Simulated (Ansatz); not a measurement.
## Sensitivity of the G0W0 gap of BaTiO3 (R3m)

A base run on BaTiO3 (R3m), then changed inputs.

Calculated with Ansatz 0.2.0; G0W0 on LDA, plane waves, PAW; PAW set soft_1.

### 1. Set-up

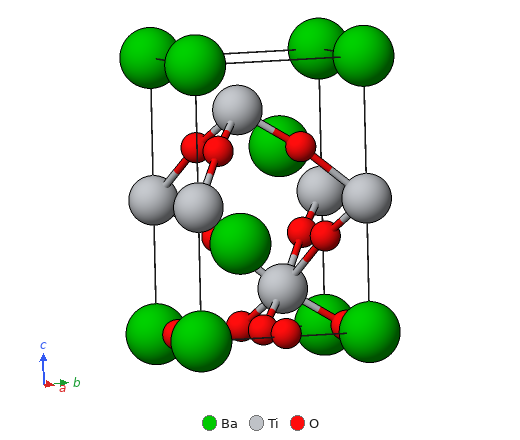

The starting structure, seen slightly off an axis (barium green, titanium light grey, oxygen red). This picture shows the conventional cell, with its axes. Some periodic images of atoms are drawn too.

The cell and positions come from the Crystallography Open Database and are kept as given unless a step says otherwise. Spin-orbit coupling is left out unless a step names it.

### 2. The base run: 4×4×4 mesh, 145 empty bands, screening to 100 eV, plasmon pole, PAW set soft_1 files

G0W0 replaces the xc potential by the self-energy, built once from these orbitals. Only a window of levels is corrected, while the sums run over the empty bands that the input names. This step takes PAW set soft_1 files.

Contents of input.yaml:

```yaml
crystal:
  lattice:
    - [2.8273666084, 1.6323808724, 2.3183934932]
    - [-2.8273666084, 1.6323808724, 2.3183934932]
    - [0.0, -3.2647617449, 2.3183934932]
  atoms:
    - { symbol: Ba, position: [0.0, 0.0, 0.0] }
    - { symbol: Ti, position: [0.4845, 0.4845, 0.4845] }
    - { symbol: O, position: [0.5086, 0.5086, 0.0175] }
    - { symbol: O, position: [0.0175, 0.5086, 0.5086] }
    - { symbol: O, position: [0.5086, 0.0175, 0.5086] }
kpoints:
  mp_grid: { grid: [4, 4, 4] }
hamiltonian:
  xc: lda
  pseudopotentials: { kind: paw, azcp: { folder: soft_1 }, xc_functional: pbe }
scf:
  occupations: { method: fixed }
gw:
  n_empty_bands: 145
  ecut_chi: 100
  qp_bands: [v2, c2]
  qp_kpoints: band_edges
  screening: { model: godby_needs }
```

Started as:

```sh
> ansatz run input.yaml --threads 3 --pin off --max-ram 92160MiB --backend cuda --events-out ev --progress --plain --runs-dir out --devices 1 --max-vram 13GiB
```

Numbers of over 12 decimals in the logs are rounded to 6 here.

What it wrote:

```text
GPUs: using 1 of 1 available (devices: 1).
Engine: ansatz 0.2.0, x86_64-unknown-linux-gnu
Pseudopotentials: kind: paw
Pseudopotential: Ba, paw, valence charge 10, recommended cutoff 420 eV (normal), soft_1/Ba.paw.azcp
Pseudopotential: Ti, paw, valence charge 12, recommended cutoff 420 eV (normal), soft_1/Ti.paw.azcp
Pseudopotential: O, paw, valence charge 6, recommended cutoff 420 eV (normal), soft_1/O.paw.azcp
Functional definition: SPW92
  exchange = slater_x
  correlation = pw_c
device memory: the entry about to start is reckoned to put 0.6 GiB on a device that reports 44.0 GiB free (of which the cap on the GPU budget leaves the run 13.0 GiB)
GPU FFT provider: cuFFT
GPU libraries: cuBLAS 13.8.2, cuFFT 12.4.0, cuSOLVER 12.3.4
Crystal: 5 atoms, lattice volume = 64.201 Å³
Basis set: ecut = 420 eV, 1237 PW (Γ)
Bands: 25, of which v1, the nominal top of the filled ones, is band 20 counted from 1 (19 counted from 0)
Symmetry: 6 space group operations
Space group: R3m (ITA 160), of the structure as read, at distance tolerance 4.0e-5 Å
k-points: 13 of 64 (time reversal used)
Non-local potential: Ba, projectors of the file, l = 0: 3, l = 1: 2, l = 2: 2, l = 3: 2
Non-local potential: Ti, projectors of the file, l = 0: 3, l = 1: 2, l = 2: 3, l = 3: 1
Non-local potential: O, projectors of the file, l = 0: 2, l = 1: 2, l = 2: 1
PAW form: soft (Blöchl's): semilocal exchange-correlation on the pseudo side does not see the compensation charge
PAW frozen core: Ba, regenerated for the run's functional, and the local potential with it (the file was generated under x = pbe(κ = 0.804, μ = 0.219515), c = pbe(β = 0.066725))
PAW frozen core: Ti, regenerated for the run's functional, and the local potential with it (the file was generated under x = pbe(κ = 0.804, μ = 0.219515), c = pbe(β = 0.066725))
PAW frozen core: O, regenerated for the run's functional, and the local potential with it (the file was generated under x = pbe(κ = 0.804, μ = 0.219515), c = pbe(β = 0.066725))
PAW one-centre angular grid: Ba, 194 points (default); XC on 64 Gauss nodes
PAW one-centre angular grid: Ti, 590 points (default); XC on 64 Gauss nodes
PAW one-centre angular grid: O, 110 points (default); XC on 64 Gauss nodes
Initial density: superposition of atomic densities (chi_scale 0.1, normalization cell, long waves kept (reshape's long-wave potential 0.00 eV rms))
Initial wavefunctions: pseudopotential atomic-orbital guess
GPU buffer pool allocated for 19683 grid points (all kernels)
GPU transforms: local potential and band sums: pruned to the plane-wave sphere, on 27×27×27
Functional: x = slater, c = lda
SCF iter   1: F=—  HF=-9905.097852 eV  |F-HF|=—  |Δ(HF+E_count)|=         —  Δρ=5.59e-2  dr2=1.95e0  ethr=3.10e-3  ⟨swp⟩=4.8  Hψ=1256  notcnv=0  defer=25
[...]
E_kinetic    = 942.908697
  E_local      = -2203.235027  (includes V_loc(G=0)·N_el)
  E_nonlocal   = 320.908708
  E_hartree    = 842.706114
  E_xc         = -526.072883
  E_vxc        = -549.301188  (∫ρ·V_xc dr)
  E_paw        = -6473.487251  (= ΣΔE_a)
  E_vpaw       = -347.775393  (= ΣTr[D̂ρ^β])
  E_aug_tail   = 0.002241  (compensation charges beyond the density's cutoff)
  E_ewald      = -2809.213684
  E_core_change = 0.899235  (= ΣΔE_core)
  E_smearing   = -0.000000  (= −TS)
  E_closure    = -0.000000  (closes the sum)
  Σ components = -9904.583849   (vs F -9904.583849, Δ=0.00e0)
--- Band table (eV; the first three rows and the last of 13) ---
  k-point 0: bands = [... 16 lower, 8.7190, 9.3230, 9.4671, 9.4671, 12.1724, 12.1724, 12.3276, 14.3943, ... 1 higher]
  k-point 1: bands = [... 16 lower, 8.3858, 8.6098, 9.1870, 9.2337, 12.2621, 12.8858, 12.9677, 14.3854, ... 1 higher]
  k-point 2: bands = [... 16 lower, 8.1369, 8.1936, 8.8900, 9.0296, 12.3296, 13.6160, 13.7113, 14.3554, ... 1 higher]
  k-point 12: bands = [... 16 lower, 7.5310, 9.8031, 9.8031, 9.8180, 14.1730, 14.3218, 14.3218, 16.4735, ... 1 higher]
--- G₀W₀: ω_p = 29.3100 eV, 64 q-points, 145 empty bands' worth ---
  eigenvalues of the whole cell's RPA ε∞ on this k-mesh (on a slab, of 1 + 4πα/V) = 5.4363, 5.9182, 5.9182; static W/v taken at q = 0 is 0.173852
  GN-PPA: 443462/1364727 pairs with Re ω̃² < 0 across q-mesh
  gw.qp_kpoints: band_edges: 9 of 13 stored k-points solved, in 1 pass; an edge of the gap read off the rows below is read off those points alone
    valence top: of the k-points left out ik 8 came nearest to being solved in a further pass, in band 20 (counted from 1, as in the quasiparticle table): it holds the edge there only if its correction is more favourable than any solved in that band by at least 0.459 eV; those differ by 0.107 eV
    conduction bottom: of the k-points left out ik 9 came nearest to being solved in a further pass, in band 21 (counted from 1, as in the quasiparticle table): it holds the edge there only if its correction is more favourable than any solved in that band by at least 0.976 eV; those differ by 0.253 eV
    ik  band        ε_KS         Σx   Σc(E_QP)       V_xc       Z   E_QP_lin       E_QP  E_QP is
     0    19      9.4671   -25.7743     4.3407   -21.4345  0.7716     9.4680     9.4680  root
     0    20      9.4671   -25.7743     4.3407   -21.4345  0.7716     9.4680     9.4680  root
     0    21     12.1724   -13.0308    -5.9028   -20.6661  0.7808    13.9238    13.9049  root
     0    22     12.1724   -13.0308    -5.9028   -20.6661  0.7808    13.9238    13.9049  root
     1    19      9.1870   -25.2030     4.2037   -20.9786  0.7717     9.1663     9.1663  root
     1    20      9.2337   -25.7688     4.4697   -21.2661  0.7712     9.2008     9.2008  root
     1    21     12.2621   -13.2466    -5.9454   -20.9404  0.7791    14.0299    14.0105  root
     1    22     12.8858   -13.9882    -6.1492   -21.9528  0.7707    14.7238    14.7012  root
[...]
12    19      9.8031   -25.7385     4.8123   -20.8824  0.7657     9.7594     9.7594  root
    12    20      9.8180   -25.7631     4.8243   -20.8952  0.7659     9.7744     9.7744  root
    12    21     14.1730   -14.6101    -7.1287   -23.7242  0.7525    16.1917    16.1583  root
    12    22     14.3218   -14.7070    -7.2004   -23.9194  0.7509    16.3675    16.3338  root
[key lines of the parts left out:]
SCF converged after 8 iterations
Free energy (F): -9904.583849 eV
Fermi energy:    9.818031 eV
```

Elapsed: 19 s, on 1 × NVIDIA H100 80GB HBM3 (shared by 6 runs) with 3 threads of AMD EPYC 7R13 (Zen 3), shared host; peak memory 1.2 GiB; 25 s of CPU time.

The column dr2 measures how far the density is from self-consistency, as an energy; F and HF (Harris–Foulkes) agree once it is small.

Numbers from this step:

| Item | Value |
| --- | --- |
| bands summed | 165 |
| plasmon-pole fit frequency | 29.31 eV |
| RPA ε∞ on this mesh (eigenvalues) | 5.436, 5.918, 5.918 |
| plane waves in the screening matrix | 147 |
| q-points in the mesh | 64 |
| G0W0 gap on the mesh | 4.130 eV |
| k of the valence top | -0.5, -0.5, -0.5 |
| k of the conduction bottom | 0, 0, 0 |
| starting gap on the mesh | 2.354 eV |
| Z at the valence top | 0.7659 |
| Z at the conduction bottom | 0.7808 |
| least direct G0W0 gap on the computed points | 4.437 eV |

The gap on the mesh goes from 2.35 eV to 4.13 eV, a correction of +1.78 eV. Between the two edge states, bare exchange in place of the xc potential would open the gap by 12.50 eV, and correlation takes back 10.73 eV.

### 3. Variant: plasmon pole at a typed frequency

input.yaml, as its differences from that of step 2:

```diff
@@ -24 +24,2 @@
   screening: { model: godby_needs }
+  plasmon_pole_fit_frequency: 25
```

What it wrote:

```text
GPUs: using 1 of 1 available (devices: 1).
[...]
GPU FFT provider: cuFFT
GPU libraries: cuBLAS 13.8.2, cuFFT 12.4.0, cuSOLVER 12.3.4
Crystal: 5 atoms, lattice volume = 64.201 Å³
Basis set: ecut = 420 eV, 1237 PW (Γ)
Bands: 25, of which v1, the nominal top of the filled ones, is band 20 counted from 1 (19 counted from 0)
[... 1 set-up line as in the run before ...]
[...]
k-points: 13 of 64 (time reversal used)
[...]
GPU buffer pool allocated for 19683 grid points (all kernels)
[...]
SCF iter   1: F=—  HF=-9905.097852 eV  |F-HF|=—  |Δ(HF+E_count)|=         —  Δρ=5.59e-2  dr2=1.95e0  ethr=3.10e-3  ⟨swp⟩=4.8  Hψ=1256  notcnv=0  defer=25
[...]
SCF iter   8: F=-9904.583849 eV  HF=-9904.583849 eV  |F-HF|=7.15e-9  |Δ(HF+E_count)|=   4.76e-8  Δρ=6.16e-6  dr2=1.71e-8  ethr=2.50e-10  ⟨swp⟩=8.5  Hψ=1296  notcnv=0
SCF 1 converged in 8 iterations: F = -9904.583849 eV  dr2 = 1.71e-8
[...]
NSCF: frozen V_eff on 13 k-points, pencils in batches of 32, up to order 100
[...]
NSCF: frozen V_eff on 13 k-points
G₀W₀ screening: q 1/13
[... further progress lines ...]
[...]
SCF converged after 8 iterations
Free energy (F): -9904.583849 eV
[...]
Internal energy: -9904.583849 eV  (E = F + TS)
E sigma→0 (E₀):  -9904.583849 eV
Fermi energy:    9.818031 eV
[...]
--- Band table (eV; the first three rows and the last of 13) ---
  k-point 0: bands = [... 16 lower, 8.7190, 9.3230, 9.4671, 9.4671, 12.1724, 12.1724, 12.3276, 14.3943, ... 1 higher]
  k-point 1: bands = [... 16 lower, 8.3858, 8.6098, 9.1870, 9.2337, 12.2621, 12.8858, 12.9677, 14.3854, ... 1 higher]
  k-point 2: bands = [... 16 lower, 8.1369, 8.1936, 8.8900, 9.0296, 12.3296, 13.6160, 13.7113, 14.3554, ... 1 higher]
  k-point 12: bands = [... 16 lower, 7.5310, 9.8031, 9.8031, 9.8180, 14.1730, 14.3218, 14.3218, 16.4735, ... 1 higher]
--- G₀W₀: ω_p = 25.0000 eV, 64 q-points, 145 empty bands' worth ---
[...]
GN-PPA: 463996/1364727 pairs with Re ω̃² < 0 across q-mesh
[...]
0    19      9.4671   -25.7743     4.3536   -21.4345  0.7657     9.4809     9.4809  root
     0    20      9.4671   -25.7743     4.3536   -21.4345  0.7657     9.4809     9.4809  root
     0    21     12.1724   -13.0308    -5.9031   -20.6661  0.7735    13.9250    13.9046  root
     0    22     12.1724   -13.0308    -5.9031   -20.6661  0.7735    13.9250    13.9046  root
     1    19      9.1870   -25.2030     4.2193   -20.9786  0.7657     9.1819     9.1819  root
     1    20      9.2337   -25.7688     4.4836   -21.2661  0.7652     9.2147     9.2147  root
     1    21     12.2621   -13.2466    -5.9470   -20.9404  0.7716    14.0297    14.0089  root
     1    22     12.8858   -13.9882    -6.1572   -21.9528  0.7628    14.7161    14.6932  root
[...]
12    19      9.8031   -25.7385     4.8248   -20.8824  0.7595     9.7719     9.7719  root
    12    20      9.8180   -25.7631     4.8364   -20.8952  0.7597     9.7864     9.7865  root
    12    21     14.1730   -14.6101    -7.1499   -23.7242  0.7440    16.1680    16.1372  root
    12    22     14.3218   -14.7070    -7.2246   -23.9194  0.7423    16.3419    16.3096  root
```

The job ended after 13 s (1 × NVIDIA H100 80GB HBM3 (shared by 6 runs) with 3 threads; peak memory 1.2 GiB; 20 s of CPU time).

The G0W0 gap on the mesh is 4.118 eV.

Against the base:

```csv
setting,base,variant
plasmon pole fit frequency,-,25
```

```
                                    quantity  variant   base
                    starting gap on the mesh    2.354  2.354
                        G0W0 gap on the mesh    4.118  4.130
least direct G0W0 gap on the computed points    4.424  4.437
                        Z at the valence top    0.760  0.766
                  Z at the conduction bottom    0.773  0.781
```

### 4. What came out

```json
{"base": "4.13 eV, 19 s", "plasmon pole at a typed frequency": "4.12 eV, 13 s"}
```

Plasmon pole at a typed frequency: the gap moves by −0.01 eV. All runs here use a coarse mesh and modest cutoffs; they test settings and are not final values. The 4×4×4 mesh is coarse for this cell (its supercell is 16 Å along the shortest edge). The RPA ε∞ on it, from the LDA start, is 5.44 and 5.92; such meshes misread the long-range screening, most where the gap is narrow. The many-body steps are scalar-relativistic: spin-orbit coupling is not in them.

[Paths, hosts, dates, memory and timing lines, banners, echoed tables and standing remarks are left out of the program output.]

[Logs are printed without paths, hosts, clocks, repeated set-up lines and the standing remarks that a program may print on its own settings, such as how far it seeks lower states.]

[Runs of the session that timed out or met a known fault of the program may be left out.]

[Cells called generated may have been cut or substituted from an entry of the Crystallography Open Database or the Materials Project.]

[Hosts, paths, dates, database ids (printed as entryN), source tags and the programs' standing remarks are cut or masked in the printed files.]
